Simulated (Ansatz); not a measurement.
The calculation's input:

```
crystal:
  periodic: [false, false, false]
  atoms:
    - { symbol: Ge, position_ang: [0.0, 0.0, 0.0] }
    - { symbol: H, position_ang: [0.0, 0.0, 1.55] }
    - { symbol: H, position_ang: [1.4616, 0.0, -0.5162] }
    - { symbol: F, position_ang: [-0.7913, 1.3709, -0.5594] }
    - { symbol: Cl, position_ang: [-1.0456, -1.8115, -0.7393] }
basis:
  gaussian: { orbitals: def2-SVP }
hamiltonian:
  xc: pbe0
  dispersion: d4
relax:
  f_tol: 0.02
  max_steps: 40
output:
  orbitals: {}
```

Command:

```sh
ansatz run input.yaml --threads 1 --pin off --max-ram 2048MiB --backend cpu --events-out ev --progress --plain --runs-dir out
```

The fields are those of the run's last geometry, not of the input's.

Method: Ansatz, RKS PBE0-D4/def2-SVP.

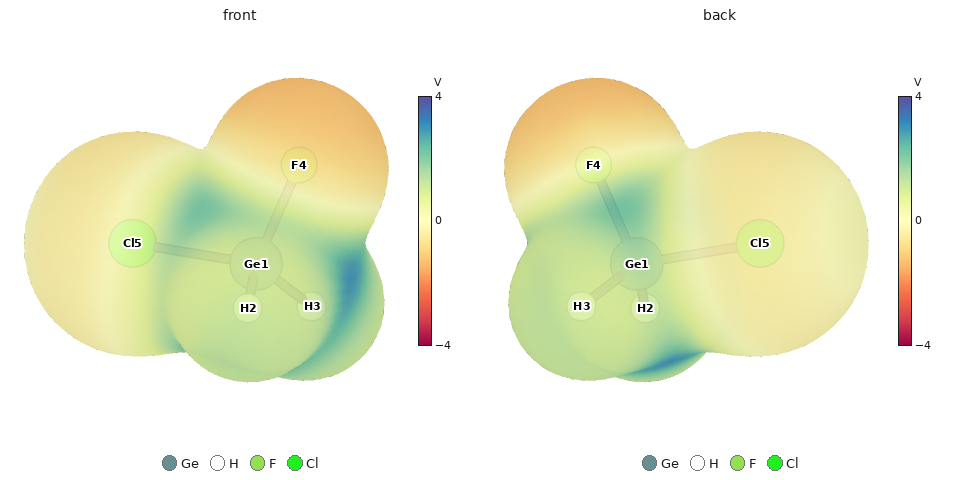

ClFGeH$_{2}$. The molecular electrostatic potential painted on the density surface at 0.004 e/bohr³, seen from the front and from behind; red is negative and blue positive.

Where is the surface potential most negative and most positive?

The most negative region (about −1.3 V) lies over F4, the most positive (about +3.0 V) over Ge1. Cl5 shows a σ-hole: about +0.2 V at the tip opposite its bond, against about −0.3 V on its flanks.
